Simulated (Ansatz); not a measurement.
## Geometry relaxation of WH3ClO2F4 (part 2 of 2)

WH3ClO2F4; RHF/def2-SVP (Ansatz 0.2.0). The input holds or restrains some coordinates. It belongs to a series of runs on one base structure; here: pulled along the bonds that form and break, towards end A.

Geometry of the input (Å):
```
W  0.0000  0.0000  0.0000
O  0.0000  0.0000  2.2900
H  -0.9095  -0.2814  2.6271
O  1.9400  0.0000  0.0000
H  2.2771  -0.9519  -0.0197
F  0.0000  1.8500  0.0000
F  -1.8500  0.0000  0.0000
F  0.0000  -1.8500  0.0000
F  0.0000  0.0000  -1.8500
Cl 1.7678  1.8416  0.8482
H  0.9192  0.9576  2.0562
```

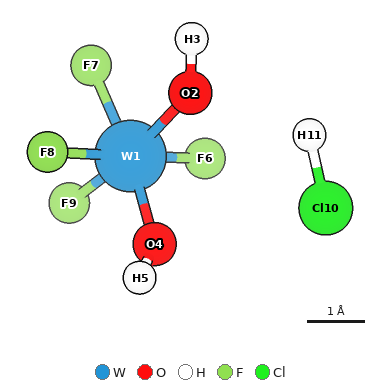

**Figure 1.** The geometry at step 8 of the log (ball-and-stick view, seen at a tilt; atoms are numbered from 1 in the order of the input).

Trajectory as extended XYZ (Å, eV, eV/Å), 15 frames, from step=1 to step=15
```
11
Properties=species:S:1:pos:R:3:forces:R:3 step=1 energy=-29234.49767
W     0.0000    0.0000    0.0000    4.4156   2.5326   1.4957
O     0.0000    0.0000    2.2900   -1.6360  -0.5683  -3.6715
H    -0.9095   -0.2814    2.6271    2.7070   1.3675  -0.2946
O     1.9400    0.0000    0.0000   -1.2651 -10.9614  -3.0389
H     2.2771   -0.9519   -0.0197   -0.3155   1.8750  -0.6839
F     0.0000    1.8500    0.0000  -10.0771  -0.7032  -5.1154
F    -1.8500    0.0000    0.0000    0.3683  -0.2444   0.3822
F     0.0000   -1.8500    0.0000   -0.0450   0.6707   0.2731
F     0.0000    0.0000   -1.8500   -0.3362  -0.0994   1.2507
Cl    1.7678    1.8416    0.8482    6.1122   5.2508  10.1040
H     0.9192    0.9576    2.0562    0.0717   0.8799  -0.7014
11
Properties=species:S:1:pos:R:3:forces:R:3 step=2 energy=-29238.00450
W    -0.0479   -0.0578    0.0177    5.0101   4.3279   1.2825
O    -0.0684   -0.0754    2.2137   -0.6307  -0.2385  -4.3707
H    -0.9110   -0.2796    2.6323    0.6993   0.3506  -0.0858
O     1.9195   -0.0487   -0.0100   -3.6968  -5.7545  -1.4443
H     2.2788   -0.9539   -0.0270    0.0208   0.8444  -0.2941
F    -0.0486    1.8337   -0.0233   -4.7341  -3.2268  -2.3153
F    -1.8588   -0.0038    0.0031   -0.7173  -0.4850   0.1557
F    -0.0019   -1.8592    0.0024   -0.2807  -0.7615  -0.0053
F    -0.0036   -0.0022   -1.8381   -0.6278  -0.4072   1.3224
Cl    1.8659    1.9449    0.9813    2.5760   2.6384   7.7564
H     1.0208    1.0679    1.9997    2.3812   2.7121  -2.0016
11
Properties=species:S:1:pos:R:3:forces:R:3 step=3 energy=-29240.49391
W    -0.0919   -0.1088    0.0296    5.7472   5.4715   1.6804
O    -0.1409   -0.1552    2.1232    0.5645   0.1905  -4.6538
H    -0.9202   -0.2841    2.6323   -0.4849   0.0148   0.2885
O     1.8706   -0.0775   -0.0165   -3.7042  -3.2772  -0.4544
H     2.2794   -0.9490   -0.0260    0.0937   0.5725  -0.1148
F    -0.0680    1.7892   -0.0310   -2.3379  -3.0782  -0.9130
F    -1.8734   -0.0105    0.0026   -1.9925  -0.5054  -0.0548
F    -0.0069   -1.8759   -0.0004   -0.3158  -2.3487  -0.2623
F    -0.0127   -0.0089   -1.8259   -0.8333  -0.5930   1.0308
Cl    1.9557    2.0419    1.1058    0.8129   0.9524   5.2039
H     1.1529    1.2048    1.9581    2.4502   2.6008  -1.7504
11
Properties=species:S:1:pos:R:3:forces:R:3 step=4 energy=-29242.45794
W    -0.1119   -0.1392    0.0357    4.5198   4.4082   1.4176
O    -0.1898   -0.2095    2.0048   -0.5013   0.2232  -2.4173
H    -0.9234   -0.2827    2.6248    0.6322   0.1302  -0.6119
O     1.8044   -0.1092   -0.0119   -2.5670  -1.9112   0.0617
H     2.2798   -0.9403   -0.0247    0.1016   0.4667  -0.0460
F    -0.0818    1.7374   -0.0297   -1.0850  -2.0476  -0.1891
F    -1.9066   -0.0238   -0.0019   -1.7320  -0.5400  -0.1821
F    -0.0156   -1.9187   -0.0110   -0.3574  -2.1039  -0.4129
F    -0.0364   -0.0264   -1.8136   -0.8582  -0.6223   0.4727
Cl    2.0572    2.1532    1.2318    0.2127   0.2852   2.8431
H     1.2688    1.3250    1.9475    1.6346   1.7116  -0.9357
11
Properties=species:S:1:pos:R:3:forces:R:3 step=5 energy=-29243.57487
W    -0.0986   -0.1374    0.0239    1.1959   1.7387   0.9440
O    -0.2012   -0.1935    1.9278   -0.4733   0.1230  -1.0470
H    -0.8943   -0.2694    2.5912    0.5726   0.1027  -0.6350
O     1.7444   -0.1513    0.0028   -0.6204  -1.1664   0.0581
H     2.2831   -0.9385   -0.0246    0.2122   0.3673  -0.0289
F    -0.1028    1.6981   -0.0240   -0.4036  -0.5129  -0.0947
F    -1.9335   -0.0626   -0.0169   -0.6376  -0.5573  -0.1002
F    -0.0395   -1.9589   -0.0414   -0.3490  -0.8182  -0.2571
F    -0.0944   -0.0688   -1.8203   -0.5185  -0.3658   0.0613
Cl    2.1476    2.2560    1.3704   -0.2694  -0.2871   1.6482
H     1.3337    1.3922    1.9629    1.2911   1.3760  -0.5487
11
Properties=species:S:1:pos:R:3:forces:R:3 step=6 energy=-29243.97282
W    -0.0644   -0.1265   -0.0128   -0.0996  -0.3573   0.9210
O    -0.1475   -0.1821    1.8829    0.0090   0.3239  -1.0921
H    -0.8323   -0.1183    2.5409    0.0842  -0.1112  -0.2612
O     1.7552   -0.2572   -0.0582   -0.3413  -0.5275   0.0214
H     2.3438   -1.0053   -0.0221    0.1519   0.3045  -0.0674
F    -0.1328    1.6930   -0.0263   -0.0970   0.2084  -0.1971
F    -1.9189   -0.1617    0.0130   -0.0608  -0.3348   0.0700
F    -0.0674   -1.9715   -0.1204   -0.2822  -0.1577  -0.0363
F    -0.2177   -0.0728   -1.8440   -0.0539   0.0066  -0.0634
Cl    2.1810    2.2509    1.5071   -0.6416  -0.3903   1.3004
H     1.2456    1.5174    2.0917    1.3313   1.0354  -0.5953
11
Properties=species:S:1:pos:R:3:forces:R:3 step=7 energy=-29244.08956
W    -0.0583   -0.1299   -0.0338   -0.3080  -0.4458   1.0993
O    -0.1177   -0.1153    1.8635    0.0000   0.1363  -1.1147
H    -0.8126   -0.0763    2.5103    0.0053  -0.1177  -0.2045
O     1.7458   -0.2971   -0.1119   -0.1157  -0.3944  -0.0432
H     2.3856   -1.0019   -0.1078    0.0754   0.2743  -0.0371
F    -0.1163    1.6934   -0.0797   -0.1158   0.1800  -0.2343
F    -1.9135   -0.2200    0.0347    0.0668  -0.1109   0.0593
F    -0.0904   -1.9798   -0.1052   -0.1910  -0.1303   0.0116
F    -0.2629   -0.1090   -1.8614   -0.0203   0.0635  -0.0722
Cl    2.2048    2.1707    1.6004   -0.7956  -0.1742   1.2961
H     1.1800    1.6310    2.2426    1.3988   0.7192  -0.7604
11
Properties=species:S:1:pos:R:3:forces:R:3 step=8 energy=-29244.13429
W    -0.0535   -0.1266   -0.0485   -0.5143  -0.2775   0.9563
O    -0.1040   -0.0301    1.8468   -0.2783  -0.0402  -0.9237
H    -0.8302   -0.0882    2.4661    0.2801  -0.0445  -0.4085
O     1.7388   -0.3128   -0.1725    0.1974  -0.5184  -0.0149
H     2.4428   -0.9598   -0.1958   -0.2241   0.4463  -0.0069
F    -0.1220    1.7006   -0.2058   -0.0341  -0.1225  -0.0042
F    -1.9060   -0.2536    0.0652    0.0863   0.0823   0.0101
F    -0.1237   -1.9835   -0.0424   -0.0066   0.0552  -0.0201
F    -0.3031   -0.1657   -1.8747   -0.0219  -0.0639   0.0191
Cl    2.2280    2.0878    1.6893   -1.1874  -0.1269   1.5285
H     1.1776    1.6979    2.4240    1.7029   0.6101  -1.1357
11
Properties=species:S:1:pos:R:3:forces:R:3 step=9 energy=-29244.19498
W    -0.0671   -0.1246   -0.0538   -0.6481  -0.4607   0.7463
O    -0.1116   -0.0211    1.8419   -0.0911   0.0202  -1.0050
H    -0.8721   -0.0852    2.4095    0.0704  -0.0346  -0.1333
O     1.7210   -0.2861   -0.1500    0.3201  -0.4695  -0.0447
H     2.5020   -0.8346   -0.1268   -0.2301   0.3711  -0.0272
F    -0.1639    1.6908   -0.2682    0.0249   0.0466   0.0436
F    -1.9199   -0.2226    0.0766    0.0399   0.0658   0.0538
F    -0.1553   -1.9785   -0.0223    0.0168   0.0167  -0.0100
F    -0.3197   -0.2253   -1.8781    0.0179  -0.0468  -0.0182
Cl    2.2183    2.0973    1.6594   -0.7290  -0.1974   1.4343
H     1.3128    1.5560    2.4636    1.2082   0.6887  -1.0397
11
Properties=species:S:1:pos:R:3:forces:R:3 step=10 energy=-29244.23306
W    -0.0712   -0.1368   -0.0638   -0.4447  -0.5648   0.9324
O    -0.1108   -0.0155    1.8368    0.0264  -0.0389  -1.0725
H    -0.9136   -0.0923    2.3398    0.0635   0.0002  -0.0165
O     1.7122   -0.3118   -0.1532    0.0047  -0.0879  -0.0438
H     2.5790   -0.6911   -0.1004   -0.0255   0.1418  -0.0005
F    -0.1489    1.6754   -0.3111    0.0401   0.0529  -0.0240
F    -1.9186   -0.1659    0.1294   -0.0894   0.0472  -0.0976
F    -0.2053   -1.9845    0.0000   -0.0267  -0.0102  -0.0204
F    -0.3513   -0.2853   -1.8804   -0.0179  -0.0036  -0.0291
Cl    2.1921    2.0982    1.6582   -0.5052  -0.2654   1.3837
H     1.3811    1.4756    2.4965    0.9747   0.7288  -1.0118
11
Properties=species:S:1:pos:R:3:forces:R:3 step=11 energy=-29244.26570
W    -0.0854   -0.1613   -0.0596   -0.5764  -0.4421   0.4865
O    -0.1147   -0.0173    1.8378   -0.0277  -0.0948  -1.1008
H    -0.9208   -0.0895    2.3338    0.0006   0.0100   0.0780
O     1.6925   -0.3242   -0.1597    0.3590  -0.0878   0.1037
H     2.6232   -0.4973   -0.0779   -0.2458   0.1336  -0.0511
F    -0.1281    1.6497   -0.3482    0.0265  -0.0170   0.0204
F    -1.9377   -0.1088    0.1025    0.0283   0.0123   0.0518
F    -0.2597   -2.0022    0.0333   -0.0418   0.0342   0.0205
F    -0.3568   -0.3471   -1.8767   -0.0094  -0.0131   0.0230
Cl    2.1899    2.0665    1.6541   -0.3642  -0.2968   1.3689
H     1.4422    1.3976    2.5123    0.8510   0.7615  -1.0011
11
Properties=species:S:1:pos:R:3:forces:R:3 step=12 energy=-29244.25140 accepted=F
W    -0.1102   -0.1850   -0.0934   -0.0633  -0.3860   1.3307
O    -0.1180   -0.0161    1.8078   -0.0467  -0.1567  -1.1023
H    -0.8549   -0.0480    2.4063   -0.0361  -0.0231  -0.2050
O     1.6843   -0.3276   -0.1212   -0.4769  -0.0974  -0.3035
H     2.6247   -0.3263   -0.0226   -0.0236   0.0679   0.0505
F    -0.1209    1.6249   -0.4011   -0.0157  -0.0472  -0.0519
F    -1.9573   -0.0782    0.0830    0.0996   0.0227  -0.0878
F    -0.3144   -2.0189    0.0214    0.0033   0.0587  -0.0266
F    -0.3514   -0.3972   -1.9088    0.0037   0.0035   0.0242
Cl    2.1754    2.0171    1.6448   -0.2727  -0.2683   1.5133
H     1.4873    1.3212    2.5355    0.8284   0.8259  -1.1414
11
Properties=species:S:1:pos:R:3:forces:R:3 step=13 energy=-29244.27764
W    -0.0899   -0.1743   -0.0618   -0.5374  -0.4652   0.5970
O    -0.1241   -0.0238    1.8355    0.0229  -0.0838  -1.0883
H    -0.9250   -0.0717    2.3427   -0.0062  -0.0029   0.0370
O     1.6903   -0.3298   -0.1499    0.1734  -0.0555   0.0540
H     2.6317   -0.4083   -0.0684   -0.1405   0.0801  -0.0236
F    -0.1182    1.6365   -0.3556    0.0135   0.0044   0.0061
F    -1.9407   -0.0955    0.0995    0.0022   0.0261   0.0193
F    -0.2806   -2.0117    0.0353   -0.0144   0.0298   0.0160
F    -0.3555   -0.3659   -1.8782   -0.0123  -0.0096   0.0063
Cl    2.2019    2.0409    1.6482   -0.3408  -0.2751   1.3707
H     1.4546    1.3696    2.5043    0.8395   0.7517  -0.9944
11
Properties=species:S:1:pos:R:3:forces:R:3 step=14 energy=-29244.28592
W    -0.0938   -0.1885   -0.0630   -0.5905  -0.4091   0.6719
O    -0.1307   -0.0339    1.8338    0.0052  -0.0703  -1.0474
H    -0.9265   -0.0645    2.3516    0.0219  -0.0067  -0.0164
O     1.6877   -0.3407   -0.1377    0.4299  -0.0147   0.0149
H     2.6369   -0.3121   -0.0621   -0.4057   0.0340  -0.0247
F    -0.1018    1.6224   -0.3661    0.0251  -0.0079   0.0016
F    -1.9437   -0.0669    0.0901    0.0172   0.0006   0.0204
F    -0.3035   -2.0211    0.0448   -0.0160   0.0134  -0.0027
F    -0.3558   -0.3894   -1.8783    0.0035  -0.0237  -0.0008
Cl    2.2049    2.0246    1.6427   -0.3004  -0.2740   1.3656
H     1.4708    1.3360    2.4959    0.8097   0.7584  -0.9824
11
Properties=species:S:1:pos:R:3:forces:R:3 step=15 energy=-29244.29023
W    -0.0959   -0.1943   -0.0662   -0.5081  -0.4351   0.6859
O    -0.1316   -0.0379    1.8314    0.0616  -0.0778  -1.0823
H    -0.9254   -0.1004    2.3482   -0.0106   0.0122   0.0110
O     1.6890   -0.3500   -0.1388   -0.0118   0.0116  -0.0074
H     2.6223   -0.2176   -0.0483   -0.0380   0.0146   0.0067
F    -0.0703    1.6130   -0.3921    0.0119  -0.0211  -0.0050
F    -1.9409   -0.0239    0.0917   -0.0065  -0.0022  -0.0036
F    -0.3284   -2.0218    0.0623   -0.0083   0.0070  -0.0016
F    -0.3640   -0.4292   -1.8763   -0.0023   0.0056   0.0104
Cl    2.2126    2.0067    1.6422   -0.2986  -0.2689   1.3766
H     1.4772    1.3211    2.4976    0.8108   0.7539  -0.9906
```

Key numbers

```tsv
quantity	value
outcome	converged under the restraints of the input
total energy	−29244.2902 eV
mean-field energy	−29244.2902 eV
largest force (length of the vector) at the end, held atoms and coordinates included	1.486 eV/Å
hardware	4 threads of Arm Neoverse V2, 24 GiB of memory available, shared host
wall time	35 s (CPU time 2.1 min)
peak memory	0.46 GiB
```
